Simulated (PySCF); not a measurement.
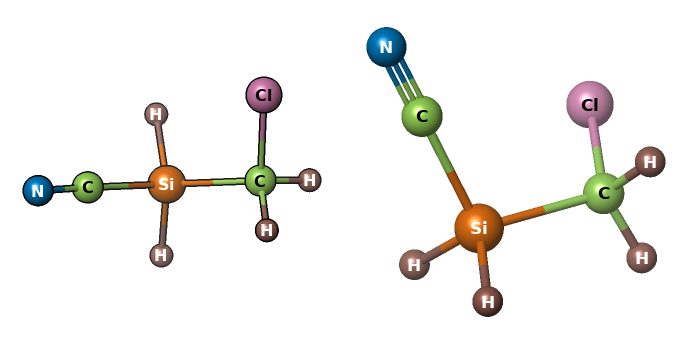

Two views of one molecule.

Question: Count the atoms of each element.

Answer: C2H4ClNSi, 9 atoms: 2 carbon, 4 hydrogen, 1 chlorine, 1 nitrogen and 1 silicon.

Question: Count the bonded pairs by element.

Answer: 2 C–Si, 2 Si–H, 2 C–H, 1 C–N, 1 C–Cl.

Question: Name functional groups in it.

Answer: Among them: nitrile, C–Cl bond, Si–H bond.

Question: Describe its rings.

Answer: It has no ring.

Question: How many atoms are distinct by symmetry?

Answer: 9: 1 N, 1 C, 1 Si, 1 C, 1 Cl, 1 H, 1 H, 1 H, 1 H.

The parts below concern this one geometry. Atoms keep their numbers from picture to picture. Computed geometry: PBE0-D3(BJ)/def2-SVP optimisation. No frequency run is at hand to confirm it as a minimum.

Shape

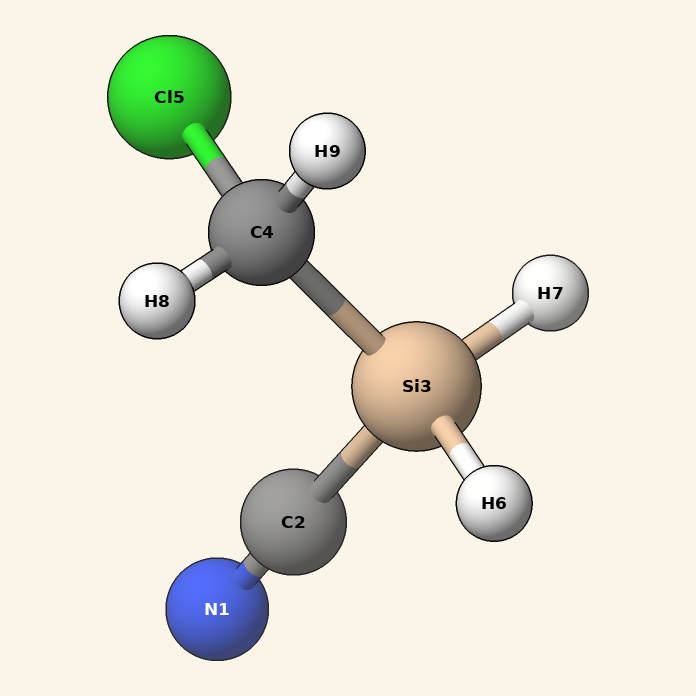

The atoms are numbered. No frequency run is at hand to confirm it as a minimum.

Give the bond lengths.

| bond | length (Å) | order |
| --- | --- | --- |
| N1–C2 | 1.159 | triple |
| C2–Si3 | 1.857 | single |
| Si3–C4 | 1.884 | single |
| Si3–H6 | 1.490 | single |
| Si3–H7 | 1.485 | single |
| C4–Cl5 | 1.786 | single |
| C4–H8 | 1.100 | single |
| C4–H9 | 1.101 | single |

Charges

The questions are on Hirshfeld charges. No frequency run is at hand to confirm it as a minimum. Properties computed with PBE0/cc-pVTZ, gas phase (PySCF 2.14.0).

Give the Hirshfeld charges atom by atom.

```tsv
atom	value (e)
N1	−0.19
C2	−0.04
Si3	0.38
C4	−0.13
Cl5	−0.04
H6	−0.06
H7	−0.05
H8	0.06
H9	0.06
```

Polarisability

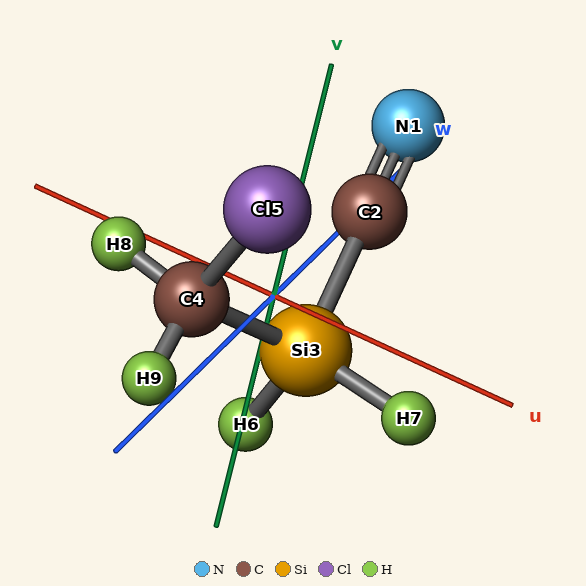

The lines u, v and w are the principal axes of the static dipole polarisability. No frequency run is at hand to confirm it as a minimum. Method: PBE0/def2-SVPD (PySCF 2.14.0).

Question: Along which axis is the molecule most polarisable, and along which least?

Answer: Most along w (close to the long direction N1···Cl5), least along u.

Question: Give the three principal values.

Answer: u 56.1, v 70.9, w 74.8 bohr³; mean 67.3, anisotropy 17.1 bohr³.

Quadrupole coupling

No frequency run is at hand to confirm it as a minimum. Electric field gradients from the ground-state density, PBE0/def2-TZVP (PySCF 2.14.0), non-relativistic apart from any core potentials.

Give the largest field-gradient component, the quadrupole coupling constant and the asymmetry for 14N at N1 (Q = 20.44 mb), 35Cl at Cl5 (Q = −81.7 mb).

```
atom  V_zz (a.u.)  e²qQ/h (MHz)     η
  N1       −1.139         −5.47  0.02
 Cl5        4.176         −80.2  0.02
```
